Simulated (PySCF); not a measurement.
The calculation's input:

```
{"job": {"kind": "nmr", "xc": "PBE0", "basis": "pcSseg-1"}, "charge": 0, "multiplicity": 1}
C     -3.144156     0.006042    -2.288522
C     -2.359119     0.397239    -1.139399
C     -1.697713     0.718861    -0.184776
Si    -0.727523     1.237619     1.295572
C      0.981210     0.536347     1.117720
C      2.107443     0.098542     1.042682
Si     3.825555    -0.562717     0.939211
F      4.604139    -0.070206     2.263216
H     -3.425037     0.886731    -2.866352
H     -4.050281    -0.506717    -1.965172
H     -2.564628    -0.664136    -2.923545
H     -0.628440     2.702275     1.337154
H     -1.336207     0.679698     2.510135
H      3.847679    -2.016929     1.010258
H      4.562665     0.025752    -0.170096
```

Run with:

```sh
OMP_NUM_THREADS=1 python probes_run.py task.json out
```

Geometry: GFN2-xTB.

These are results of PBE0/pcSseg-1, SCF density, gas phase, non-relativistic (PySCF 2.14.0), not measurements.

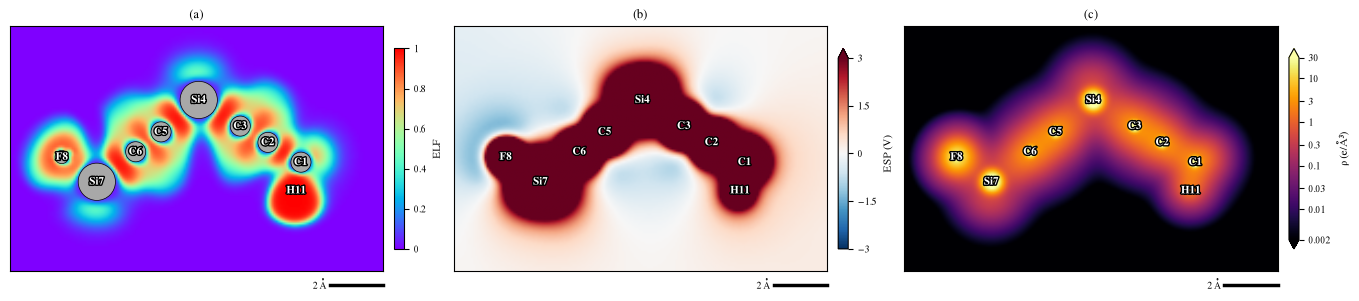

C₅H₇FSi₂ (SMILES CC#C[SiH2]C#C[SiH2]F). (a) ELF; (b) molecular electrostatic potential; (c) total electron density on the plane of atoms C6, Si7 and F8. Grey discs cover the atomic cores in the ELF map.

Q: Describe what can be read from this map.

A:
- The section cuts through C, Si, F and H sites.
- C–C (1.21 Å): ρ is about 2.7 e/Å³ halfway; the ELF peaks at about 0.85 between the atoms; a multiple bond.
- Si–F (1.61 Å): ρ at the midpoint is about 1.1 e/Å³; the ELF peaks at about 0.85 in the valence shell of F, 0.6 Å from its nucleus, and is about 0.50 at the midpoint.
- C–Si (1.84 Å): ρ at the midpoint is about 0.95 e/Å³; the ELF peaks at about 0.95 between the atoms, as expected for localised, covalent bonding.
- C–H (1.09 Å): ρ at the midpoint is about 2 e/Å³; the ELF climbs to about 1 towards the hydrogen, as it does in any bond to H; an ordinary covalent bond to hydrogen.
- The ELF also peaks beside F8, away from the bonds: lone-pair regions.
- Outside the dense part of the molecule the potential is most negative (−1.3 V) near F8.
